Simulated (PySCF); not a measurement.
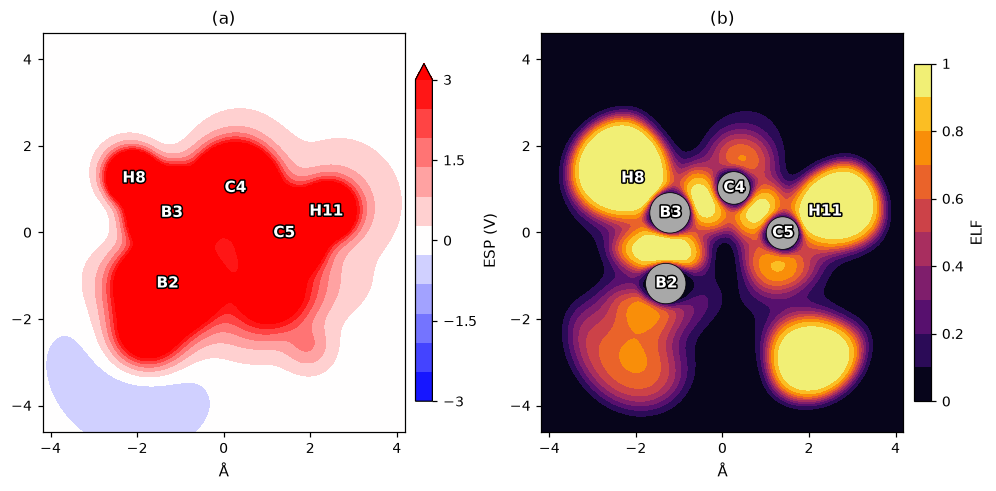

*C₃H₉B₂ClSi. (a) molecular electrostatic potential; (b) electron localisation function on the plane of atoms C4, B3 and H8. Grey discs cover the atomic cores in the ELF map.*

Geometry: GFN2-xTB.

Computed with PySCF, CAM-B3LYP/def2-SVPD, SCF density, gas phase.

```xyz
16

Cl   -0.6678    2.5910    1.4946
B    -0.1465    1.6272    0.1556
B     1.3741    1.0580   -0.1179
C     1.5366   -0.5051    0.0723
C     0.3408   -1.2309    0.7082
Si   -1.3118   -0.8587   -0.1667
C    -1.2571    0.9765   -0.7437
H     2.3063    1.6220   -0.5559
H     1.7126   -0.9176   -0.9284
H     2.4450   -0.7478    0.6335
H     0.5316   -2.3062    0.7329
H     0.2616   -0.9137    1.7506
H    -1.4767   -1.7142   -1.3524
H    -2.4244   -1.0657    0.7681
H    -0.9888    0.9640   -1.7990
H    -2.2430    1.4301   -0.6631
```

Q: What does the map show?

A:
- Atoms in the plane: B, C and H.
- C–C (1.54 Å): the ELF peaks at about 0.95 between the atoms, as expected for a covalent bond.
- C–B (1.58 Å): the ELF peaks at about 1 between the atoms; localised, covalent bonding.
- B–B (1.65 Å): the ELF peaks at about 1 between the atoms (localised, covalent bonding).
- C–H (1.09 Å): the ELF climbs to about 1 towards the hydrogen, as it does in any bond to H (an ordinary covalent bond to hydrogen).
- B–H (1.17 Å): the ELF climbs to about 1 towards the hydrogen (a covalent bond by its length).
- Outside the dense part of the molecule the potential is most negative (−0.5 V) near Cl1, which lies off the plane.
